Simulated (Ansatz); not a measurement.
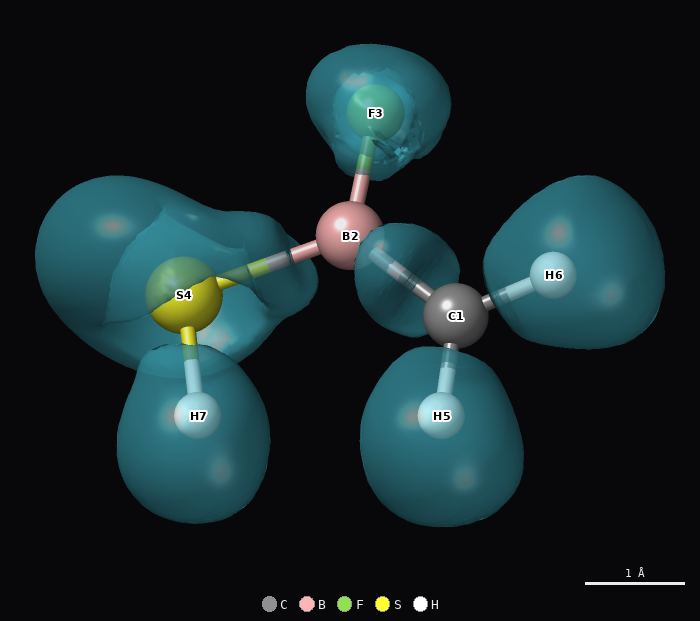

Figure. CH₃BFS (SMILES [CH2]B(F)S) (doublet). Isosurface of the electron localisation function at 0.8 (cyan), seen at a tilt. Only the valence region is drawn (cores and ρ < 0.01 e/Å³ removed).

Geometry: B3LYP/6-31G*.

Theory: Ansatz, isolated molecule in a Gaussian basis; Kohn-Sham density functional theory, functional PBE0.

Input file:

```
crystal:
  periodic: [false, false, false]
  atoms:
    - symbol: C
      position_ang: [0.488293, -0.368051, -1.113013]
    - symbol: B
      position_ang: [1.313674, 0.495052, -0.159445]
    - symbol: F
      position_ang: [2.588231, 0.184780, 0.109741]
    - symbol: S
      position_ang: [0.679752, 1.988512, 0.687395]
    - symbol: H
      position_ang: [-0.548837, -0.168829, -1.371064]
    - symbol: H
      position_ang: [0.917877, -1.247436, -1.589887]
    - symbol: H
      position_ang: [-0.568224, 1.955060, 0.177057]
basis:
  gaussian:
    orbitals: def2-TZVPD
magnetization:
  spin_polarized: true
  initial_magnetization: 1
hamiltonian:
  xc: {name: PBE0}
output: {forces: true, orbitals: {seedname: orbitals}}
```

Launched as:

```sh
ansatz run input.yaml --threads 1 --pin off --max-ram 2610MiB --events-out events.jsonl --progress --plain --runs-dir runs
```

Q: Identify the bonds, lone pairs and shells in this picture.

A: At this value the surface marks out one region between bonded B–C atoms (shared pairs), three regions around hydrogen nuclei, one region on F in which the atom's valence shell and bonds are merged and one region on S in which the atom's valence shell and bonds are merged.

Values along the shortest contacts:
B–F (1.34 Å): the ELF peaks at about 0.85 between the atoms (a polar covalent bond). C–B (1.53 Å): the ELF peaks at about 0.95 between the atoms, as expected for localised, covalent bonding.
